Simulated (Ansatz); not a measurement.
**NaB in C2/c, a phase reached by a soft mode: following an unstable mode**

Which phase does NaB in C2/c, a phase reached by a soft mode fall into along its unstable mode, and how much energy does it gain?

Main program and level: Ansatz 0.2.0; DFT PBEsol, scalar-relativistic, plane waves, PAW; PAW set soft_1.

## Step 1: Set-up

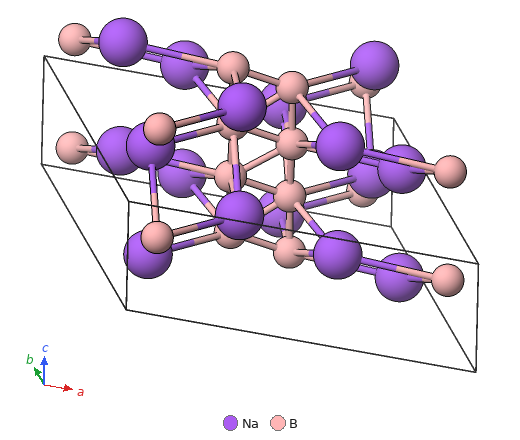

The cell as given, slightly off an axis (sodium purple, boron pink). 1×1×2 cells are drawn. This picture shows the conventional cell, with its axes.

Coordinates:

```cif
data_structure
_symmetry_space_group_name_H-M 'P 1'
_symmetry_Int_Tables_number 1
_cell_length_a 6.4676
_cell_length_b 6.4676
_cell_length_c 3.2764
_cell_angle_alpha 104.428
_cell_angle_beta 104.428
_cell_angle_gamma 76.379
_cell_volume 126.33
loop_
_atom_site_label
_atom_site_type_symbol
_atom_site_fract_x
_atom_site_fract_y
_atom_site_fract_z
_atom_site_occupancy
Na1 Na 0.47156 0.81080 0.14976 1
Na2 Na 0.81080 0.47156 0.64976 1
Na3 Na 0.18920 0.52844 0.35024 1
Na4 Na 0.52844 0.18920 0.85024 1
B5 B 0.09143 0.07822 0.70814 1
B6 B 0.07822 0.09143 0.20814 1
B7 B 0.92178 0.90857 0.79186 1
B8 B 0.90857 0.92178 0.29186 1
```

## Step 2: Linear response at the zone centre

This phase was reached earlier by freezing in an unstable mode of a structure of higher symmetry and relaxing. Its zone-centre modes can show that it is still unstable.

Contents of input.yaml:

```yaml
crystal:
  lattice:
    - [5.0833884246, -3.9986896434, 3.03444e-05]
    - [5.0833884246, 3.9986896434, 3.03444e-05]
    - [-1.0386942166, 0.0, 3.1073769773]
  atoms:
    - { symbol: Na, position: [0.4715610996, 0.8108014638, 0.1497604904] }
    - { symbol: Na, position: [0.8108014638, 0.4715610996, 0.6497604904] }
    - { symbol: Na, position: [0.1891985362, 0.5284389004, 0.3502395096] }
    - { symbol: Na, position: [0.5284389004, 0.1891985362, 0.8502395096] }
    - { symbol: B, position: [0.0914271227, 0.0782203518, 0.7081384621] }
    - { symbol: B, position: [0.0782203518, 0.0914271227, 0.2081384621] }
    - { symbol: B, position: [0.9217796482, 0.9085728773, 0.7918615379] }
    - { symbol: B, position: [0.9085728773, 0.9217796482, 0.2918615379] }
kpoints:
  mp_grid: { grid: [6, 6, 12] }
hamiltonian:
  xc: pbesol
  pseudopotentials: { kind: paw, azcp: { folder: soft_1 }, xc_functional: pbe }
scf:
  occupations: { method: methfessel_paxton, width: 0.2 }
output:
  eigenvalues: true
phonons:
  method: dfpt
```

The run is started by

```
> ansatz run input.yaml --threads 4 --pin off --max-ram 10240MiB --backend cpu --events-out ev --progress --plain --runs-dir out
```

Numbers of over 12 decimals in the logs are rounded to 6 here.

Log:

```text
Engine: ansatz 0.2.0, aarch64-unknown-linux-gnu
Pseudopotentials: kind: paw
Pseudopotential: Na, paw, valence charge 9, recommended cutoff 420 eV (normal), soft_1/Na.paw.azcp
Pseudopotential: B, paw, valence charge 3, recommended cutoff 420 eV (normal), soft_1/B.paw.azcp
Functional definition: PBEsol
  exchange = pbesol_x
  correlation = pbesol_c
Crystal: 8 atoms, lattice volume = 126.327 Å³
Basis set: ecut = 420 eV, 2489 PW (Γ), exchange–correlation on 90×90×48 points (8 copies of the dense FFT grid, shifted against one another)
Bands: 32, of which v1, the nominal top of the filled ones, is band 24 counted from 1 (23 counted from 0)
Symmetry: 4 space group operations
k-points: 220 of 432 (irreducible under 1 space group operation, time reversal used)
Non-local potential: Na, projectors of the file, l = 0: 3, l = 1: 2, l = 2: 1
Non-local potential: B, projectors of the file, l = 0: 2, l = 1: 2, l = 2: 1
PAW form: soft (Blöchl's): semilocal exchange-correlation on the pseudo side does not see the compensation charge
PAW frozen core: Na, regenerated for the run's functional, and the local potential with it (the file was generated under x = pbe(κ = 0.804, μ = 0.219515), c = pbe(β = 0.066725))
PAW frozen core: B, regenerated for the run's functional, and the local potential with it (the file was generated under x = pbe(κ = 0.804, μ = 0.219515), c = pbe(β = 0.066725))
PAW one-centre angular grid: Na, 110 points (default); XC on 64 Gauss nodes
PAW one-centre angular grid: B, 110 points (default); XC on 64 Gauss nodes
Initial density: superposition of atomic densities (chi_scale 0.1, normalization cell, long waves kept (reshape's long-wave potential 0.22 eV rms))
Initial wavefunctions: pseudopotential atomic-orbital guess
Functional: x = pbesol(κ = 0.804, μ = 0.123457), c = pbesol(β = 0.046)
SCF iter   1: F=—  HF=-6513.118497 eV  |F-HF|=—  |Δ(HF+E_count)|=         —  Δρ=4.04e-2  dr2=2.57e0  ethr=3.10e-3  ⟨swp⟩=6.2  Hψ=29962  notcnv=0
preconditioner: auto → Kerker (q_TF=auto, 2.322 Å⁻¹)  [metal: Δε(μ)=0.027 eV  Ē_g=8.174 eV  σ=0.200 eV  W_gap=0.11  n_scr=24 (ndim 8)  ℏωp=12.6 eV  f_vac=0.000  D(μ)=1.24/eV (n_scr^D=6)]
SCF iter   2: F=—  HF=-6512.608126 eV  |F-HF|=—  |Δ(HF+E_count)|=   5.10e-1  S|Δr|=    0.00e0  Δρ=2.32e-2  dr2=9.47e-1  ethr=3.10e-3  ⟨swp⟩=1.9  Hψ=9232  notcnv=0  defer=260
SCF iter   3: F=—  HF=-6512.314108 eV  |F-HF|=—  |Δ(HF+E_count)|=   2.94e-1  S|Δr|=    0.00e0  Δρ=3.78e-3  dr2=4.88e-2  ethr=1.97e-3  ⟨swp⟩=2.2  Hψ=9753  notcnv=0  defer=261
SCF iter   4: F=—  HF=-6512.306768 eV  |F-HF|=—  |Δ(HF+E_count)|=   7.34e-3  S|Δr|=    0.00e0  Δρ=1.98e-3  dr2=1.20e-2  ethr=1.02e-4  ⟨swp⟩=1.1  Hψ=8851  notcnv=0  defer=426
SCF iter   5: F=—  HF=-6512.303834 eV  |F-HF|=—  |Δ(HF+E_count)|=   2.93e-3  S|Δr|=    0.00e0  Δρ=4.39e-4  dr2=3.41e-4  ethr=2.50e-5  ⟨swp⟩=2.9  Hψ=11268  notcnv=0  defer=426
SCF iter   6: F=—  HF=-6512.303769 eV  |F-HF|=—  |Δ(HF+E_count)|=   6.44e-5  S|Δr|=    0.00e0  Δρ=1.10e-4  dr2=3.04e-5  ethr=7.10e-7  ⟨swp⟩=3.0  Hψ=12331  notcnv=0  defer=426
SCF iter   7: F=—  HF=-6512.303768 eV  |F-HF|=—  |Δ(HF+E_count)|=   1.30e-6  S|Δr|=    0.00e0  Δρ=3.33e-5  dr2=2.58e-6  ethr=6.33e-8  ⟨swp⟩=2.9  Hψ=10944  notcnv=0  defer=426
SCF iter   8: F=—  HF=-6512.303768 eV  |F-HF|=—  |Δ(HF+E_count)|=   2.39e-7  S|Δr|=    0.00e0  Δρ=7.81e-6  dr2=1.44e-7  ethr=5.38e-9  ⟨swp⟩=3.0  Hψ=11205  notcnv=0  defer=426
SCF iter   9: F=—  HF=-6512.303768 eV  |F-HF|=—  |Δ(HF+E_count)|=   1.47e-8  S|Δr|=    0.00e0  Δρ=1.78e-6  dr2=1.18e-8  ethr=3.01e-10  ⟨swp⟩=1.9  Hψ=7227  notcnv=0  defer=426
SCF iter  10: F=—  HF=-6512.303768 eV  |F-HF|=—  |Δ(HF+E_count)|=   2.27e-9  S|Δr|=    0.00e0  Δρ=5.41e-7  dr2=8.31e-10  ethr=2.45e-11  ⟨swp⟩=2.1  Hψ=8157  notcnv=0  defer=426
SCF iter  11: F=—  HF=-6512.303768 eV  |F-HF|=—  |Δ(HF+E_count)|=  3.37e-11  S|Δr|=    0.00e0  Δρ=1.36e-7  dr2=5.19e-11  ethr=1.73e-12  ⟨swp⟩=2.6  Hψ=9815  notcnv=0  defer=426
SCF iter  12: F=-6512.303768 eV  HF=-6512.303768 eV  |F-HF|=9.09e-13  |Δ(HF+E_count)|=  4.55e-12  S|Δr|=    0.00e0  Δρ=5.43e-8  dr2=5.53e-12  ethr=1.00e-12  ⟨swp⟩=13.5  Hψ=41319  notcnv=0
SCF 1 converged in 12 iterations: F = -6512.303768 eV  dr2 = 5.53e-12
  greatest PAW one-centre occupation: 0.999 electrons in one spin orbital (limit 2), on the Na atom at site 3 (counted from 0), in its partial waves of l = 0
DFPT response loops at Γ: preconditioner auto → Kerker (q_TF=auto, 2.322 Å⁻¹) (partly filled bands, converged f_vac=0.000); β = 1.00, the filter's whole step (`scf.mixing.beta` (0.50) is not read by the response loops under this deck's `scf.mixing.preconditioner`; to damp them name `kerker` or `kerker_dos`, under which they read `scf.mixing.beta`, and type it under 1.00, their step now; both keys bind the ground state too); Broyden in place of MSR1
SCF converged after 12 iterations
Stability not checked: this state was not tested for a lower state beside it, because cold or Methfessel-Paxton smearing, or corrected tetrahedra, fill the levels in a way that the test cannot read (fill_not_monotonic; see scf.lower_state_search)
Free energy (F): -6512.303768 eV
Harris-Foulkes:  -6512.303768 eV  (|F-HF|=9.09e-13)
Internal energy: -6512.307841 eV  (E = F + TS)
E sigma→0 (E₀):  -6512.304786 eV
Entropy (-TS):   0.004073 eV (0.509 meV/atom)
Fermi energy:    5.275510 eV
--- Per-component energies (eV) ---
  E_band       = -856.232972
  E_kinetic    = 645.919389
  E_local      = -5923.305096  (includes V_loc(G=0)·N_el)
  E_nonlocal   = 1148.701156
  E_hartree    = 2006.562817
  E_xc         = -273.192099
  E_vxc        = -338.688180  (∫ρ·V_xc dr)
  E_paw        = -1434.519494  (= ΣΔE_a)
  E_vpaw       = -401.986035  (= ΣTr[D̂ρ^β])
  E_aug_tail   = 0.000100  (compensation charges beyond the density's cutoff)
  E_ewald      = -2682.752232
  E_core_change = 0.277619  (= ΣΔE_core)
  E_smearing   = 0.004073  (= −TS)
  E_closure    = 0.000000  (closes the sum)
  Σ components = -6512.303768   (vs F -6512.303768, Δ=0.00e0)
--- Band table (eV; the first three rows and the last of 220) ---
  k-point 0: bands = [... 20 lower, 0.0394, 0.0530, 3.0160, 3.4087, 6.1274, 7.3632, 8.1664, 8.9755, ... 4 higher]
  k-point 1: bands = [... 20 lower, 0.1646, 0.7457, 3.1264, 3.4732, 6.2555, 7.4521, 8.2364, 9.0170, ... 4 higher]
  k-point 2: bands = [... 20 lower, 0.4951, 1.1365, 3.4549, 3.6736, 6.6139, 7.7064, 8.2864, 8.8210, ... 4 higher]
  k-point 219: bands = [... 20 lower, 3.0026, 3.0026, 3.7756, 3.7756, 6.0208, 6.0208, 6.9784, 6.9784, ... 4 higher]
--- Phonons (Γ-DFPT): 6 representative perturbations + reference, on 220 of 432 k-points (Σ response iterations 18) ---
  k mesh reduced under 1 symmetry operation, with k and −k counted as one. Each operation leaves every solved perturbation unchanged. A smaller set is not used because it would not reduce the number of displacements times k-points to solve
  ASR residual: 5.389e-5 → 0.000e0 eV/Å²; symmetrization residual: 1.581e-6 eV/Å²
  ASR residual per site (eV/Å²): 5.39e-5 5.39e-5 5.39e-5 5.39e-5 9.63e-6 9.63e-6 9.63e-6 9.63e-6
  Γ frequencies (cm⁻¹): -93.18 0.00 0.00 0.00 17.87 81.38 100.90 107.69 113.74 140.52 155.64 177.09 177.55 198.69 213.15 237.31 325.94 329.94 462.44 462.97 564.83 571.29 1176.30 1178.23
  non-analytic LO–TO correction: not included (Born effective charges unavailable; polar crystals: no LO–TO splitting at Γ)
```

The job ended after 2.4 min (4 threads of Arm Neoverse V2, shared host; peak memory 2.6 GiB).

Numbers from this step:

* volume per atom: 15.79 Å³
* gap on the k-mesh: 0 eV
* sum-rule residual before enforcement: 5.39e-5 eV/Å²
* point group: 2/m
* highest optical mode at the zone centre (no LO-TO term): 1178 cm⁻¹
* lowest optical zone-centre mode: -93.18 cm⁻¹

Patterns of degenerate modes are one choice out of their space. Modes at Γ, with each element's share of the kinetic energy (negative means imaginary):

```csv
mode,frequency (cm⁻¹),symmetry,Na %,B %
1,-93.2,Bg,83,17
2,0.0,acoustic,68,32
3,0.0,acoustic,68,32
4,0.0,acoustic,68,32
5,17.9,Bu,32,68
6,81.4,Bu,32,68
7,100.9,Au,100,0
8,107.7,Ag,98,2
9,113.7,Bg,100,0
10,140.5,Au,100,0
11,155.6,Ag,97,3
12,177.1,Bg,96,4
13,177.6,Bu,98,2
14,198.7,Au,32,68
15,213.2,Bg,21,79
16,237.3,Ag,98,2
17,325.9,Bu,2,98
18,329.9,Ag,7,93
19,462.4,Au,0,100
20,463.0,Bg,0,100
21,564.8,Ag,0,100
22,571.3,Ag,0,100
23,1176.3,Au,0,100
24,1178.2,Bg,0,100
```

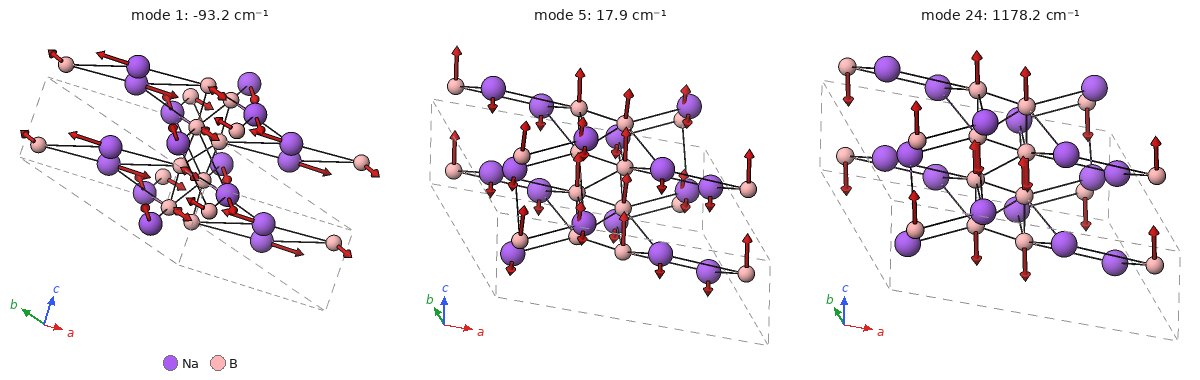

Displacement patterns of modes 1, 5 and 24 at Γ; arrows are exaggerated. 1×1×2 conventional cells are drawn.

Before it was imposed, the acoustic sum rule was missed by 5.4e-5 eV/Å². Small misses are needed for a sound result but don't prove that mesh and cutoff are converged. The lowest optical mode is imaginary, 93.2i cm⁻¹, so the energy falls along it.

## Step 3: The mode frozen in, largest atomic shift 0 Å

The mode followed lies at Γ with frequency 93.2i cm⁻¹, the softest among the wavevectors solved. At small amplitude the distorted cell has space group no. 2 by a symmetry search on the positions. The undistorted cell that holds it gives the zero of energy on the same k mesh.

input.yaml, as its differences from that of step 2:

```diff
@@ -22,4 +22,4 @@
 output:
+  forces: true
+  stress: true
   eigenvalues: true
-phonons:
-  method: dfpt
```

Log:

```text
[...]
Crystal: 8 atoms, lattice volume = 126.327 Å³
Basis set: ecut = 420 eV, 2489 PW (Γ), exchange–correlation on 90×90×48 points (8 copies of the dense FFT grid, shifted against one another)
Bands: 32, of which v1, the nominal top of the filled ones, is band 24 counted from 1 (23 counted from 0)
Symmetry: 4 space group operations
[...]
k-points: 131 of 432
[...]
k-point 0: bands = [... 20 lower, 0.0394, 0.0530, 3.0160, 3.4087, 6.1274, 7.3632, 8.1664, 8.9754, ... 4 higher]
  k-point 1: bands = [... 20 lower, 0.1645, 0.7456, 3.1263, 3.4732, 6.2554, 7.4521, 8.2364, 9.0170, ... 4 higher]
  k-point 2: bands = [... 20 lower, 0.4951, 1.1365, 3.4549, 3.6736, 6.6139, 7.7064, 8.2864, 8.8210, ... 4 higher]
  k-point 130: bands = [... 20 lower, 3.0026, 3.0026, 3.7755, 3.7755, 6.0208, 6.0208, 6.9784, 6.9784, ... 4 higher]
[key lines of the parts left out:]
SCF converged after 9 iterations
Free energy (F): -6512.303768 eV
Fermi energy:    5.275506 eV
P = ⅓ Tr σ = 0.0022 GPa (0.022 kbar)
```

Run time: 7.9 s. Hardware: 4 threads; peak memory 0.65 GiB.

Numbers from this step:

* pressure: 0.002231 GPa
* energy from the undistorted cell: 0 meV/atom

The run ends at a pressure of 0.00 GPa, with forces up to 3.8e-4 eV/Å.

## Step 4: The mode frozen in, largest atomic shift 0.32 Å

The atoms are moved along the unstable eigenvector, the largest shift by 0.32 Å, with the cell fixed.

input.yaml, the sections that differ from step 3:

```yaml
crystal:
  lattice:
    - [5.0833884246, -3.9986896434, 3.03444e-05]
    - [5.0833884246, 3.9986896434, 3.03444e-05]
    - [-1.0386942166, 0.0, 3.1073769773]
  atoms:
    - { symbol: Na, position: [0.5235326013, 0.8007827274, 0.1683312011] }
    - { symbol: Na, position: [0.8208202002, 0.4195895979, 0.6311897798] }
    - { symbol: Na, position: [0.1791797998, 0.5804104021, 0.3688102202] }
    - { symbol: Na, position: [0.4764673987, 0.1992172726, 0.8316687989] }
    - { symbol: B, position: [0.11481778, 0.0493310006, 0.7047844694] }
    - { symbol: B, position: [0.107109703, 0.0680364654, 0.2114924548] }
    - { symbol: B, position: [0.892890297, 0.9319635346, 0.7885075452] }
    - { symbol: B, position: [0.88518222, 0.9506689994, 0.2952155306] }
# kpoints, hamiltonian, scf, output: as in step 3
```

Log:

```text
[...]
Crystal: 8 atoms, lattice volume = 126.327 Å³
Basis set: ecut = 420 eV, 2489 PW (Γ), exchange–correlation on 90×90×48 points (8 copies of the dense FFT grid, shifted against one another)
Bands: 32, of which v1, the nominal top of the filled ones, is band 24 counted from 1 (23 counted from 0)
Symmetry: 2 space group operations
[...]
k-points: 220 of 432
[...]
k-point 0: bands = [... 20 lower, 0.1272, 0.1412, 2.9305, 3.4770, 6.1808, 7.4725, 7.6263, 8.9642, ... 4 higher]
  k-point 1: bands = [... 20 lower, 0.0615, 0.8105, 3.0406, 3.5375, 6.3100, 7.5335, 7.7408, 8.9611, ... 4 higher]
  k-point 2: bands = [... 20 lower, 0.3900, 1.1278, 3.3683, 3.7273, 6.6698, 7.7222, 8.0361, 8.5897, ... 4 higher]
  k-point 219: bands = [... 20 lower, 2.9974, 3.0948, 3.6475, 3.6821, 5.8976, 6.1928, 6.6810, 6.9903, ... 4 higher]
[key lines of the parts left out:]
SCF converged after 9 iterations
Free energy (F): -6512.406939 eV
Fermi energy:    5.249379 eV
P = ⅓ Tr σ = -0.4293 GPa (-4.293 kbar)
```

Wall time 13 s (4 threads); peak memory 0.85 GiB.

This step gave:

- pressure: -0.4293 GPa
- energy from the undistorted cell: -12.83 meV/atom

The energy, extrapolated to zero smearing, is -12.83 meV/atom against the undistorted cell.

The run ends at a pressure of -0.43 GPa, with forces up to 0.48 eV/Å.

## Step 5: Energy along the mode, all amplitudes (two of the runs are shown above)

An imaginary frequency means negative curvature, so the energy should fall and then rise again as anharmonic terms take over.

This step gave:

```
depth at the lowest point sampled  : 12.83 meV/atom
largest atomic shift at that point : 0.32 Å
```

The energy from the parent by largest atomic shift:

```csv
largest atomic shift (Å),energy from the parent (meV/atom)
0.000,0
0.040,-0.344
0.080,-1.35
0.140,-3.88
0.220,-8.33
0.320,-12.8
0.450,-8.93
0.600,26.4
```

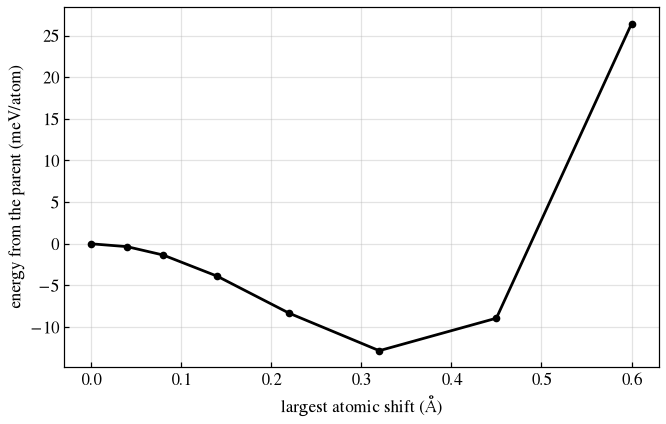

Energy from the parent, plotted against largest atomic shift.

Displacement at unit largest shift by atom:

```csv
atom,x (Å),y (Å),z (Å),size
Na1,0.61,-0.78,0.18,1.00
Na2,-0.61,-0.78,-0.18,1.00
Na3,0.61,0.78,0.18,1.00
Na4,-0.61,0.78,-0.18,1.00
B5,-0.08,-0.65,-0.03,0.66
B6,0.08,-0.65,0.03,0.66
B7,-0.08,0.65,-0.03,0.66
B8,0.08,0.65,0.03,0.66
```

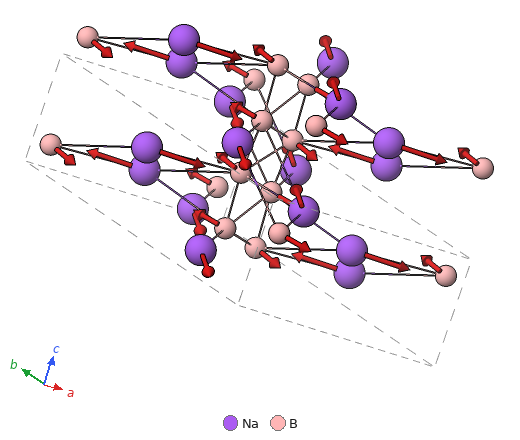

Displacement at unit largest shift as arrows, the longest 1.00 Å. 1×1×2 conventional cells are drawn.

The lowest of the steps tried is at 0.32 Å, 12.8 meV/atom below the parent; the bottom of the well need not coincide with a step.

(Part 1 of 3 ends here.)

[Logs are printed without paths, hosts, clocks, repeated set-up lines and the standing remarks that a program may print on its own settings, such as how far it seeks lower states.]

[Hosts, paths, dates, database ids (printed as entryN), source tags and the programs' standing remarks are cut or masked in the printed files.]
